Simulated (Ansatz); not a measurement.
```xyz
5

Ge    0.2552    0.0000    0.1806
H     0.2551    0.0000    1.7149
H     1.7018    0.0000   -0.3306
H    -0.4681    1.2528   -0.3310
H    -0.4681   -1.2528   -0.3310
```

These are results of RKS PBE0-D4/def2-TZVP in Ansatz 0.2.0, not measurements.

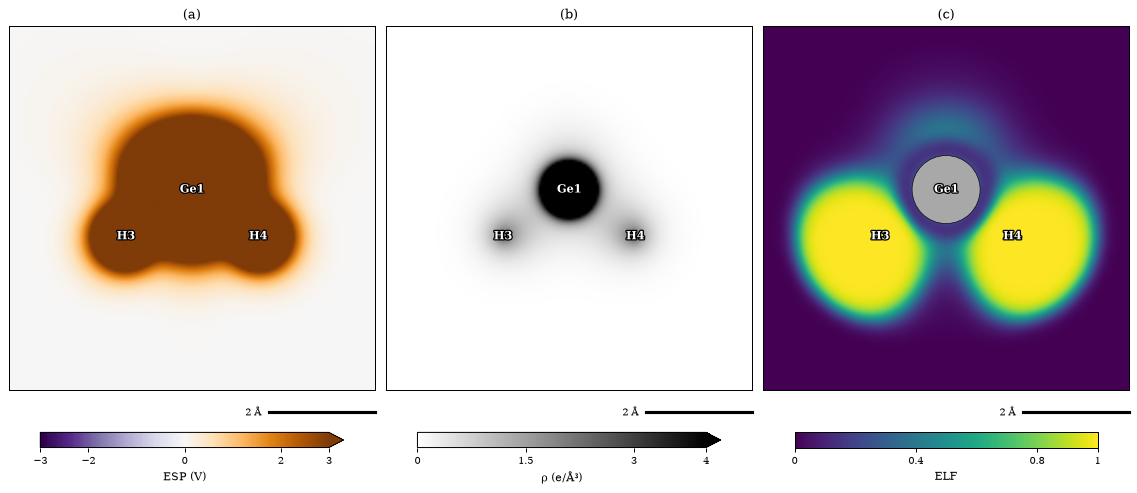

GeH4. (a) electrostatic potential; (b) total electron density; (c) ELF on the plane of atoms H3, Ge1 and H4. Grey discs cover the atomic cores in the ELF map.

### Read the bonding off the picture.

The plane passes through Ge and H nuclei. Ge–H (1.53 Å): ρ is about 1.1 e/Å³ halfway; the ELF climbs to about 1 towards the hydrogen. The potential has no marked negative region in this plane.
